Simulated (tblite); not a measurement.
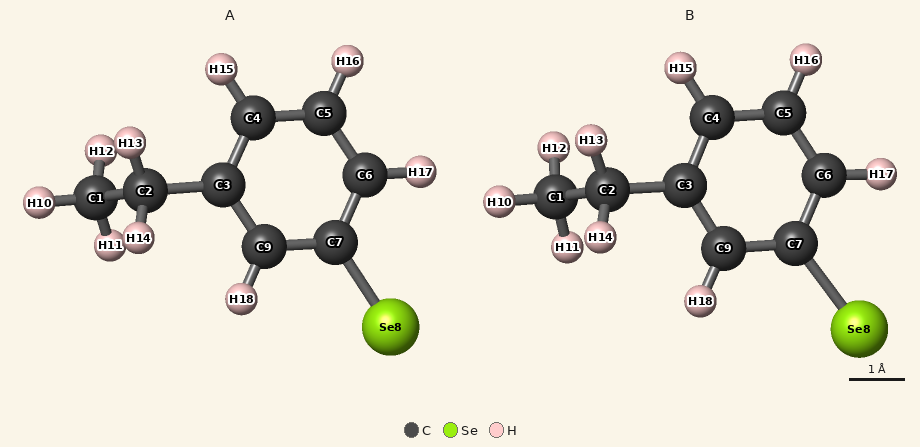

Two geometries of C₈H₉Se (charge −1), drawn at one scale. One is the start of a relaxation, the other its converged end. A ball-and-stick model, seen face on.

Computed with GFN2-xTB geometry optimisation, gas phase (tblite). 

Q: Which geometry has the lower energy?

A: Structure A is the relaxed one. The largest move after the best rigid fit is that of Se8, 0.17 Å. By element the largest moves are Se 0.17 Å, H 0.15 Å, C 0.08 Å. Some distances before and after: C7–Se8 1.992 → 1.882 Å, C1–H10 1.129 → 1.090 Å, C2–H13 1.125 → 1.094 Å, C1–C2 1.507 → 1.529 Å. Among the angles between lasting bonds that change: H11–C1–H12 116.2° → 108.1°, C4–C3–C9 123.8° → 119.3°, H10–C1–H12 104.3° → 108.7°. After 43 geometry steps the energy has fallen by 28.7 kJ/mol.
